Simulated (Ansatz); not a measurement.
**Energy landscape of GaN**

38 relaxations of GaN ended in 7 distinct structures. These are r2SCAN (plane waves to 500 eV, PAW, scalar-relativistic; Ansatz, a quantum-chemistry and plane-wave program) values and carry that method's errors.

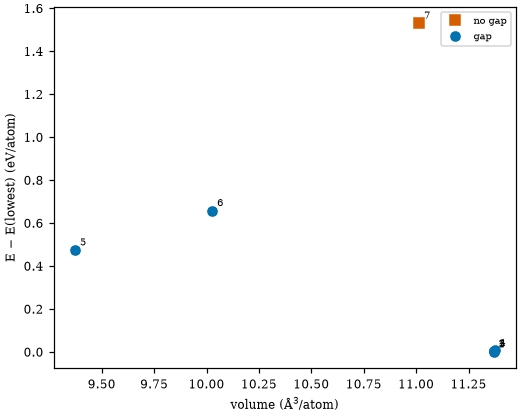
Figure. Energy against volume of the distinct structures, numbered as in the table

| # | space group | Pearson | type | E − E(lowest) (eV/atom) | V (Å³/atom) | gap (eV, no SOC) | coordination | runs ending here |
|---|---|---|---|---|---|---|---|---|
| 1 | P6₃mc | hP4 | wurtzite type | 0.000 | 11.37 | 2.35 | Ga 4 (tetrahedral), N 4 (tetrahedral) | 8 |
| 2 | P6₃mc | hP8 | AFLOW prototype AB_hP8_186_ab_ab (B5, as in SiC) | 0.003 | 11.37 | 2.26 | – | 5 |
| 3 | P6₃mc | hP12 | AFLOW prototype AB_hP12_186_a2b_a2b (B6, as in SiC) | 0.005 | 11.37 | 2.23 | – | 2 |
| 4 | F-43m | cF8 | zinc blende type | 0.007 | 11.37 | 2.17 | Ga 4 (tetrahedral), N 4 (tetrahedral) | 16 |
| 5 | Fm-3m | cF8 | rock salt type | 0.475 | 9.37 | 1.16 | Ga 6 (octahedral), N 6 (octahedral) | 5 |
| 6 | P-4n2 | tP8 | – | 0.658 | 10.03 | 1.61 | – | 1 |
| 7 | I4/mcm | tI16 | AFLOW prototype AB_tI16_140_ab_h (B37, as in TlSe) | 1.53 | 11.02 | 0.00 | – | 1 |

Coordination numbers (neighbours up to the widest gap in distance over summed covalent radii, below 1.35; n+m marks a second, longer set; metal–metal contacts left out). P6₃mc, hP4, wurtzite type is the lowest of the structures calculated here.

Space group P6₃mc (No. 186); a = 3.183 Å, b = 3.183 Å, c = 5.184 Å, α = 90.00°, β = 90.00°, γ = 120.00°

| atom | site | symmetry | x | y | z |
|---|---|---|---|---|---|
| Ga | 2b | 3m. | 0.6667 | 0.3333 | 0.0010 |
| N | 2b | 3m. | 0.3333 | 0.6667 | 0.1242 |

4 runs with a doubtful electronic state, a coarser numerical grid, an end not at rest or a source that can't be used are left out. 3 generated cells of layers, chains or molecules, poorly bound without dispersion, are left out. Each run could gain symmetry but not lose that of its start, so entries can be saddle points. From databases, or of a type measured for this composition: P6₃mc, hP4, wurtzite type; F-43m, cF8, zinc blende type; Fm-3m, cF8, rock salt type; the others are generated cells (placed on structure types, drawn at random, substituted or restacked) that were not matched to a known phase here. Static energies at zero pressure. Each cell has its own k-point mesh; energy differences are given only to the digits this allows. No spin polarisation in the result. Gaps of cells over 8 atoms come from the SCF mesh and high-symmetry points alone.
